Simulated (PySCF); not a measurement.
**Si6H12O: a changed input and its effect**

System: Si6H12O, SMILES [SiH3]O[SiH]1[SiH2][SiH2][SiH2][SiH2]1.
Method of run 1: GIAO PBE0/pcSseg-1 NMR shielding, non-relativistic, gas phase (PySCF 2.14.0).

The geometry comes from this level: PBE0-D3(BJ)/def2-SVP. Text and figures count atoms from 1; the logs count them from 0 in places.

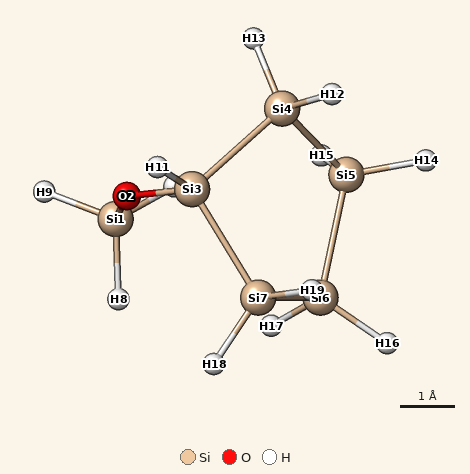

The structure as given in the input (ball-and-stick view, seen at a tilt; atoms are numbered from 1 in the order of the input).

Input file, run 1:
```
{"job": {"kind": "nmr", "xc": "PBE0", "basis": "pcSseg-1"}, "charge": 0, "multiplicity": 1}
Si    -2.329752     0.382578     1.326447
O     -2.218053     0.096015    -0.304713
Si    -1.065690    -0.138723    -1.492440
Si     0.286338    -1.994033    -0.952844
Si     1.702138    -1.199829     0.762157
Si     1.670225     1.159497     0.566141
Si     0.524726     1.598250    -1.444138
H     -1.991121     1.806011     1.625335
H     -3.723294     0.092933     1.762839
H     -1.374505    -0.503222     2.063545
H     -1.782654    -0.279228    -2.793841
H      1.132694    -2.312292    -2.148685
H     -0.482667    -3.214123    -0.555056
H      3.092289    -1.731604     0.605911
H      1.183590    -1.604896     2.106137
H      3.044550     1.748978     0.594960
H      0.882147     1.729504     1.705592
H     -0.045708     2.979349    -1.508478
H      1.467059     1.392990    -2.592020
```

The first line tells a small driver script what to run in PySCF; the rest is the geometry in Å.

Launched with:
```bash
OMP_NUM_THREADS=1 python <driver script> task.json out
```

Hardware: 1 CPU thread, shared host.

Output (run 1):
```
coarse grid: 18272 points
cycle   1  E = -1818.4418266478  dE =  8.206e-02  |g| = 7.455e-01  |ddm| = 4.016e+00
cycle   2  E = -1818.1688218950  dE =  2.730e-01  |g| = 1.381e+00  |ddm| = 2.082e+00
cycle   3  E = -1818.5393266729  dE = -3.705e-01  |g| = 8.617e-02  |ddm| = 1.667e+00
cycle   4  E = -1818.5408882311  dE = -1.562e-03  |g| = 2.997e-02  |ddm| = 1.635e-01
cycle   5  E = -1818.5411383094  dE = -2.501e-04  |g| = 7.260e-03  |ddm| = 6.279e-02
cycle   6  E = -1818.5411566541  dE = -1.834e-05  |g| = 1.427e-03  |ddm| = 1.560e-02
cycle   7  E = -1818.5411572606  dE = -6.065e-07  |g| = 3.060e-04  |ddm| = 2.526e-03
final grid: 147232 points
cycle   8  E = -1818.5877045059  dE = -1.596e-05  |g| = 6.645e-03  |ddm| = 2.600e-02
cycle   9  E = -1818.5876916401  dE =  1.287e-05  |g| = 1.060e-02  |ddm| = 1.309e-02
cycle  10  E = -1818.5877114065  dE = -1.977e-05  |g| = 7.505e-04  |ddm| = 8.968e-03
cycle  11  E = -1818.5877115044  dE = -9.789e-08  |g| = 1.689e-04  |ddm| = 1.121e-03
cycle  12  E = -1818.5877115150  dE = -1.058e-08  |g| = 2.385e-05  |ddm| = 3.569e-04
cycle  13  E = -1818.5877115152  dE = -2.060e-10  |g| = 5.379e-06  |ddm| = 5.716e-05
converged SCF energy = -1818.5877115152

GIAO shielding tensors (ppm)
atom      isotropic    diamagn.    paramagn.     s11        s22        s33       span
  0 Si     385.926     879.010    -493.084    340.797    352.604    464.377    123.580
  1 O      338.130     400.381     -62.251    247.755    369.678    396.958    149.203
  2 Si     349.917     879.058    -529.142    277.923    326.680    445.148    167.225
  3 Si     465.277     881.815    -416.538    453.139    466.476    476.217     23.078
  4 Si     465.773     881.404    -415.630    461.336    464.759    471.225      9.890
  5 Si     465.865     881.810    -415.945    454.904    466.543    476.149     21.245
  6 Si     466.272     882.121    -415.849    454.011    467.660    477.146     23.135
  7 H       26.428      29.865      -3.437     23.005     25.598     30.681      7.676
  8 H       26.419      27.790      -1.371     22.768     24.118     32.370      9.602
  9 H       26.550      31.102      -4.552     22.406     27.812     29.432      7.026
 10 H       25.166      28.520      -3.355     22.015     23.497     29.985      7.970
 11 H       28.074      30.057      -1.983     24.839     25.035     34.348      9.508
 12 H       27.562      29.518      -1.956     24.143     24.544     33.999      9.856
 13 H       27.563      29.432      -1.870     23.580     24.696     34.412     10.831
 14 H       27.555      29.938      -2.382     24.394     24.741     33.530      9.136
 15 H       27.459      29.539      -2.080     23.439     24.601     34.337     10.898
 16 H       27.522      30.845      -3.323     24.355     25.166     33.046      8.692
 17 H       27.517      29.699      -2.182     24.191     24.346     34.013      9.822
 18 H       28.117      30.265      -2.147     24.803     25.258     34.292      9.489
```

Run 2 used a changed input.

The two runs side by side:

| quantity | run 1 | run 2 |
| --- | --- | --- |
| outcome | converged | converged |
| total energy (hartree) | −1818.587712 | −1834.319343 |
| HOMO (eV) | −7.38 | −6.38 |
| LUMO (eV) | −1.39 | −2.09 |
| dipole moment (D) | 0.25 | 0.22 |
| shielding of Si1 (ppm) | 385.9 | 401.4 |
| shielding of O2 (ppm) | 338.1 | 327.5 |
| shielding of Si3 (ppm) | 349.9 | 364.3 |
| shielding of Si4 (ppm) | 465.3 | 472.5 |
| shielding of Si5 (ppm) | 465.8 | 471.8 |
| shielding of Si6 (ppm) | 465.9 | 471.8 |
| shielding of Si7 (ppm) | 466.3 | 474.0 |
| SCF iterations | 13 | 15 |
| basis functions | 221 | 221 |
| wall time (shared host) | 61 s | 59 s |

What was changed in the input?

The change (lines with − go, lines with + come):
```diff
-"xc": "PBE0"
+"xc": "KT3"
+"pop": false
```

The total energies belong to different methods, so their difference says nothing on which is more stable or more accurate. The HOMO goes from −7.38 to −6.38 eV. The LUMO goes from −1.39 to −2.09 eV. Of all shieldings, the largest change is that of Si1, by +15.5 ppm. The functional changes from PBE0 to KT3. Exact exchange removes part of the self-interaction error of semilocal functionals, which pushes filled and empty levels apart. The SCF takes 15 iterations against 13.

Output (run 2):
```
coarse grid: 18272 points
cycle   1  E = -1834.0167772990  dE =  1.186e-01  |g| = 8.940e-01  |ddm| = 4.039e+00
cycle   2  E = -1832.8920288194  dE =  1.125e+00  |g| = 2.355e+00  |ddm| = 4.629e+00
cycle   3  E = -1834.1544674237  dE = -1.262e+00  |g| = 1.792e-01  |ddm| = 4.320e+00
cycle   4  E = -1834.1619476815  dE = -7.480e-03  |g| = 1.055e-01  |ddm| = 5.645e-01
cycle   5  E = -1834.1660349866  dE = -4.087e-03  |g| = 2.893e-02  |ddm| = 2.508e-01
cycle   6  E = -1834.1663197130  dE = -2.847e-04  |g| = 6.652e-03  |ddm| = 5.922e-02
cycle   7  E = -1834.1663340194  dE = -1.431e-05  |g| = 1.714e-03  |ddm| = 1.303e-02
cycle   8  E = -1834.1663348033  dE = -7.839e-07  |g| = 6.808e-04  |ddm| = 3.747e-03
final grid: 147232 points
cycle   9  E = -1834.3192527483  dE = -1.820e-04  |g| = 2.964e-02  |ddm| = 4.368e-02
cycle  10  E = -1834.3189863236  dE =  2.664e-04  |g| = 4.430e-02  |ddm| = 5.589e-02
cycle  11  E = -1834.3193090777  dE = -3.228e-04  |g| = 1.334e-02  |ddm| = 5.247e-02
cycle  12  E = -1834.3193423274  dE = -3.325e-05  |g| = 1.156e-03  |ddm| = 1.507e-02
cycle  13  E = -1834.3193428556  dE = -5.281e-07  |g| = 1.827e-04  |ddm| = 2.580e-03
cycle  14  E = -1834.3193428675  dE = -1.194e-08  |g| = 3.737e-05  |ddm| = 4.293e-04
cycle  15  E = -1834.3193428679  dE = -4.447e-10  |g| = 1.042e-05  |ddm| = 7.979e-05
converged SCF energy = -1834.3193428679

GIAO shielding tensors (ppm)
atom      isotropic    diamagn.    paramagn.     s11        s22        s33       span
  0 Si     401.396     881.417    -480.021    356.335    368.337    479.515    123.180
  1 O      327.488     400.370     -72.882    236.025    359.629    386.809    150.784
  2 Si     364.287     881.720    -517.433    292.250    342.758    457.853    165.603
  3 Si     472.485     884.092    -411.607    459.887    475.809    481.760     21.873
  4 Si     471.840     883.750    -411.909    467.156    469.422    478.942     11.786
  5 Si     471.842     884.144    -412.302    460.772    471.036    483.719     22.946
  6 Si     474.024     884.395    -410.371    461.878    478.179    482.015     20.137
  7 H       26.532      30.481      -3.950     23.148     25.709     30.737      7.589
  8 H       26.556      28.098      -1.542     22.997     24.304     32.366      9.369
  9 H       26.634      31.902      -5.268     22.576     27.803     29.524      6.948
 10 H       25.253      28.859      -3.606     22.174     23.648     29.936      7.762
 11 H       28.184      30.459      -2.275     25.076     25.277     34.199      9.123
 12 H       27.716      30.015      -2.298     24.461     24.827     33.861      9.400
 13 H       27.707      29.765      -2.059     23.896     24.962     34.262     10.366
 14 H       27.701      30.513      -2.812     24.651     25.020     33.431      8.781
 15 H       27.611      29.888      -2.277     23.788     24.872     34.173     10.384
 16 H       27.668      31.539      -3.871     24.650     25.390     32.964      8.314
 17 H       27.667      30.177      -2.511     24.505     24.626     33.868      9.363
 18 H       28.234      30.691      -2.457     25.052     25.481     34.170      9.118
```
